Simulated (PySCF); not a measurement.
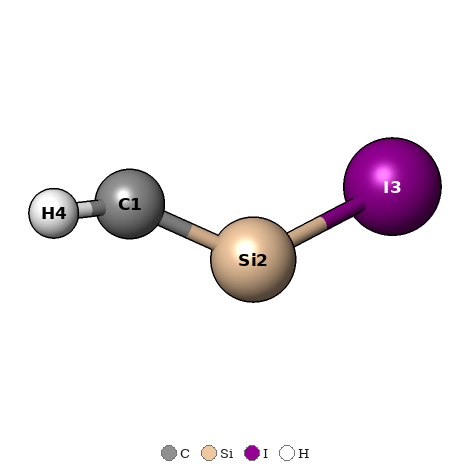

The atoms are numbered. Computed geometry: PBE0-D4/def2-TZVP optimisation. No frequency run is at hand to confirm it as a minimum.

Give these bond angles: Si2–C1–H4, C1–Si2–I3.

| angle | degrees |
| --- | --- |
| Si2–C1–H4 | 146.0 |
| C1–Si2–I3 | 128.3 |
